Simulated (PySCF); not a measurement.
# One shape, several levels: SiClF2 (SMILES F[Si](F)Cl)

Wanted: a comparison of 3 runs (U-r2SCAN/STO-3G, U-wB97X-V/STO-3G, UCCSDT/STO-3G) of SiClF2. The job is set up through a Python script.

Program for the calculation: PySCF 2.14.0.

2 further runs of the same task are left out: 2 set aside as unsound or not needed.

## Step 1: The molecule

SiClF2: 4 atoms, total charge 0, spin state doublet. SMILES: `F[Si](F)Cl`. Geometry: relaxed at PBE0-D4/def2-TZVP.

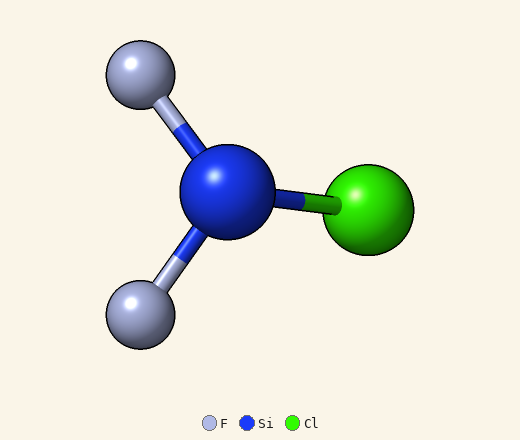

Viewed from a chosen angle; fluorine light blue, silicon blue, chlorine green.

## Step 2: The energy at U-r2SCAN/STO-3G (run 1)

calc.py reads:

```python
from pyscf import gto, dft

mol = gto.Mole()
mol.atom = '''
F        1.308200       0.129000       0.798000
Si       0.221200      -0.316500      -0.265700
F       -0.871800      -1.157400       0.514900
Cl      -0.657600       1.344900      -1.047300
'''
mol.max_memory = 1860
mol.basis = 'sto-3g'
mol.spin = 1
mol.verbose = 3
mol.build()

mf = dft.UKS(mol)
mf.xc = 'r2scan'
mf.grids.level = 5
mf.conv_tol = 1e-10
mf.kernel()
if not mf.converged:
    mf = mf.newton().run(mf.mo_coeff, mf.mo_occ)

etot = mf.e_tot
print(f'total energy: {etot:.8f} hartree')
```

On the command line:

```
$ OMP_NUM_THREADS=1 python calc.py
```

The program printed:

```text
WARN: HOMO -0.201500990993423 >= LUMO -0.201500990993421

converged SCF energy = -938.077846741236  <S^2> = 0.75121272  2S+1 = 2.0012124
total energy: -938.07784674 hartree
```

It took 11 s on 1 thread of Arm Neoverse V1, shared host; peak memory 0.25 GiB.

## Step 3: A single-point energy at U-wB97X-V/STO-3G (run 2)

calc.py reads:

```python
from pyscf import gto, dft

mol = gto.M(
    atom='''
F        1.308200       0.129000       0.798000
Si       0.221200      -0.316500      -0.265700
F       -0.871800      -1.157400       0.514900
Cl      -0.657600       1.344900      -1.047300
''',
    spin=1,
    basis='sto-3g',
    verbose=3,
    max_memory=1860,
)

mf = dft.UKS(mol)
mf.xc = 'wb97x-v'
mf.grids.level = 5
mf.conv_tol = 1e-10
mf.nlcgrids.level = 1
mf.kernel()
if not mf.converged:
    mf = mf.newton().run(mf.mo_coeff, mf.mo_occ)

e_final = mf.e_tot
print('Final energy', e_final)
```

On the command line:

```
$ OMP_NUM_THREADS=1 python calc.py
```

The program printed:

```text
converged SCF energy = -938.009828112743  <S^2> = 0.75271784  2S+1 = 2.002716
Final energy -938.0098281127429
```

It took 29 s on 1 thread of Arm Neoverse V1, shared host; peak memory 0.24 GiB.

## Step 4: A single-point energy at UCCSDT/STO-3G (run 3)

job.py reads:

```python
from pyscf import gto, cc

mol = gto.M(
    atom='''
F      2.472140     0.243775     1.508001
Si     0.418007    -0.598098    -0.502100
F     -1.647463    -2.187169     0.973020
Cl    -1.242684     2.541493    -1.979110
''',
    basis='sto-3g',
    charge=0,
    max_memory=1860,
    unit='bohr',
    spin=1,
    verbose=3,
)

mf = mol.UHF()
mf.conv_tol = 1e-10
mf.kernel()
if not mf.converged:
    mf = mf.newton().run(mf.mo_coeff, mf.mo_occ)

mycc = cc.CCSDT(mf, frozen=12)
mycc.kernel()
energy = mycc.e_tot
print('E = %.10f Eh' % energy)
```

On the command line:

```
$ OMP_NUM_THREADS=1 python job.py
```

The program printed:

```text
converged SCF energy = -936.311704035409  <S^2> = 0.75580401  2S+1 = 2.0057956
_make_eris_incore_UCCSDT

WARN: A large `blksize_v_aaa` is being used, which may cause large memory consumption
      for storing contraction intermediates. If memory is sufficient, consider using
      `pyscf.cc.uccsdt_highm.UCCSDT` instead.

WARN: A large `blksize_v_aab` is being used, which may cause large memory consumption
      for storing contraction intermediates. If memory is sufficient, consider using
      `pyscf.cc.uccsdt_highm.UCCSDT` instead.

UCCSDT converged
E(UCCSDT) = -936.3930057493051   E_corr = -0.08130171389639856
E_corr(same-spin) = -0.0165932766886155
E_corr(oppo-spin) = -0.0647084372077831
E = -936.3930057493 Eh
```

Wall time 4.2 s (1 thread of Arm Neoverse V1, shared host); peak memory 0.12 GiB.

## Step 5: The series

```tsv
run	level	nlc grid	integration grid	energy (Eh)	dipole moment (D) of the reference	HOMO energy (eV)	LUMO energy (eV)	wall time
1	U-r2SCAN/STO-3G	–	5	-938.077847	2.46	-2.50	-0.69	11 s
2	U-wB97X-V/STO-3G	1	5	-938.009828	2.60	-5.98	2.20	29 s
3	UCCSDT/STO-3G	–	–	-936.393006	2.75	-7.68	4.14	4.2 s
```

## Step 6: Outcome

| quantity | value |
| --- | --- |
| run 3: total energy | -936.39301 Eh |
| run 3: dipole moment (Hartree–Fock density) | 2.75 D |
| run 3: HOMO energy (Hartree–Fock orbitals) (highest over α and β) | -7.68 eV |
| run 3: LUMO energy (Hartree–Fock orbitals) (lowest over α and β) | 4.14 eV |
| run 3: correlation energy (12 core orbitals frozen) | -81.3 mEh |
| run 3: ⟨S²⟩ of the reference determinant | 0.756 |
| run 3: T1 diagnostic | 0.014 |

**Reading.** Totals of different functionals can't be ranked against each other. In runs 1, 2, 3 the basis is minimal, so the values are rough. All runs together took 44 s, the longest 29 s.
